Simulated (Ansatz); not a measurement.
# CH2FI (fluoroiodomethane): CAM-B3LYP/def2-SVP (core potential)

Aim: the electronic atomisation energy of CH2FI (fluoroiodomethane) at CAM-B3LYP/def2-SVP (core potential), from 5 runs. 

Program for the calculation: Ansatz 0.2.0.

### 1 The system as given

CH2FI: 5 atoms, total charge 0, spin state singlet. SMILES: `FCI`. The shape is that of a PBE0-D4/def2-TZVP optimisation.

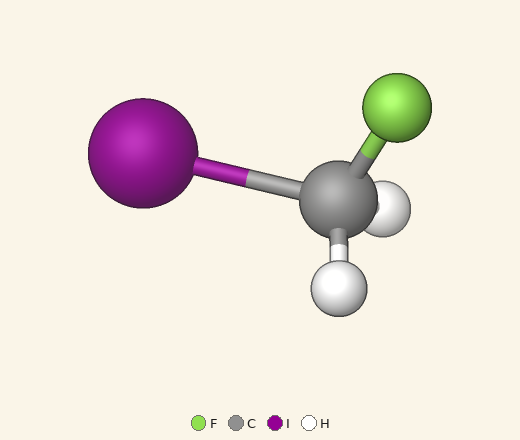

Viewed from a chosen angle; fluorine green, carbon grey, iodine purple, hydrogen white.

### 2 The energy at CAM-B3LYP/def2-SVP (core potential)

job.yaml reads:

```yaml
crystal:
  periodic: [false, false, false]
  atoms:
    - {symbol: F, position_ang: [1.196300, 0.710900, -0.175500]}
    - {symbol: C, position_ang: [0.160600, -0.114100, 0.103400]}
    - {symbol: I, position_ang: [-1.632300, 0.547900, -0.864200]}
    - {symbol: H, position_ang: [0.368100, -1.112000, -0.277200]}
    - {symbol: H, position_ang: [-0.042700, -0.106200, 1.172200]}
basis:
  gaussian: {orbitals: def2-SVP}
hamiltonian: {xc: {name: CAM-B3LYP}}
accuracy: high
output: {orbitals: {seedname: orbitals}}
```

Started as:

```
ansatz run job.yaml --threads 1 --pin off --max-ram 3480MiB --events-out events.jsonl --progress --plain --runs-dir runs
```

Output:

```text
Warning: RAYON_NUM_THREADS=1 ignored (pool sized by the plan → 1); use --threads N
Functional definition: CAM-B3LYP
  name "CAM-B3LYP"
  parameter alpha = 0.19
  parameter beta = 0.46
  parameter omega = 0.33/bohr
  parameter ac = 0.81
  exchange = (1 - alpha - beta)*b88_x + beta*b88_x_sr(omega) + alpha*exact_x + beta*exact_x_lr(omega)
  correlation = (1 - ac)*vwn5_c + ac*lyp_c
1500 factors; integrals over basis functions are off by at most 3.2e-9 eV
294 factors; integrals over basis functions are off by at most 2.3e-9 eV
mean field evaluation 1: about -11881.8756 eV, gradient 2.0e1 eV
mean field evaluation 2: about -11881.9532 eV, gradient 2.1e1 eV
mean field evaluation 4: about -11882.5529 eV, gradient 6.1e-1 eV
mean field evaluation 8: about -11882.6486 eV, gradient 6.3e-2 eV
mean field evaluation 16: about -11882.6486 eV, gradient 2.2e-5 eV
mean field -11882.64862513 eV, -436.6792826249 hartree, gradient 8.2e-8 eV, S^2 0.000000; 0 other end points of the search recorded, 0 dependent functions left out
reference -11882.64863927 eV, -436.6792831445 hartree; 21, 21 occupied and 43, 43 virtual orbitals, 1500 factors
Total energy: -11882.64863927 eV, -436.6792831445 hartree
```

Wall time 5.4 s (1 thread of Arm Neoverse V1, shared host); peak memory 0.2 GiB.

### 3 The C atom

in.yaml reads:

```yaml
crystal:
  periodic: [false, false, false]
  atoms:
    - {symbol: C, position_ang: [0.000000, 0.000000, 0.000000]}
basis:
  gaussian:
    orbitals: def2-SVP
magnetization:
  spin_polarized: true
  initial_magnetization: 2
hamiltonian:
  xc: {name: CAM-B3LYP}
accuracy: high
```

Run the same way, it converges to -37.79154 Eh (log not shown).

### 4 The F atom at the same level

input.yaml reads:

```yaml
crystal:
  periodic: [false, false, false]
  atoms:
    - {symbol: F, position_ang: [0.000000, 0.000000, 0.000000]}
basis:
  gaussian:
    orbitals: def2-SVP
total_charge: 0
magnetization:
  spin_polarized: true
  initial_magnetization: 1
hamiltonian:
  xc: {name: CAM-B3LYP}
accuracy: high
```

Run the same way, it converges to -99.61656 Eh (log not shown).

### 5 The H atom at the same level

job.yaml reads:

```yaml
crystal:
  periodic: [false, false, false]
  atoms:
    - {symbol: H, position_ang: [0.000000, 0.000000, 0.000000]}
basis:
  gaussian: {orbitals: def2-SVP}
magnetization: {spin_polarized: true, initial_magnetization: 1}
hamiltonian: {xc: {name: CAM-B3LYP}}
accuracy: high
```

Run the same way, it converges to -0.49790 Eh (log not shown).

### 6 The I atom

job.yaml reads:

```yaml
basis:
  gaussian:
    orbitals: def2-SVP
crystal:
  periodic: [false, false, false]
  atoms:
    - symbol: I
      position_ang: [0.000000, 0.000000, 0.000000]
magnetization:
  spin_polarized: true
  initial_magnetization: 1
hamiltonian:
  xc: {name: CAM-B3LYP}
accuracy: high
```

Run the same way, it converges to -297.67725 Eh (log not shown).

### 7 What came out

At CAM-B3LYP/def2-SVP (core potential):

| quantity | value |
| --- | --- |
| molecule: total energy | -436.67928 Eh |
| molecule: HOMO energy | -8.74 eV |
| molecule: LUMO energy | 0.26 eV |
| molecule: HOMO–LUMO gap | 9.00 eV |
| C atom: total energy | -37.79154 Eh |
| C atom: ⟨S²⟩ | 2.002 |
| F atom: total energy | -99.61656 Eh |
| F atom: ⟨S²⟩ | 0.751 |
| H atom: total energy | -0.49790 Eh |
| H atom: ⟨S²⟩ | 0.750 |
| I atom: total energy | -297.67725 Eh |
| I atom: ⟨S²⟩ | 0.752 |
| electronic atomisation energy | 16.276 eV |

In words: Taking the molecule apart into free atoms costs 16.28 eV (1570 kJ/mol), before zero-point energy and without spin-orbit coupling.
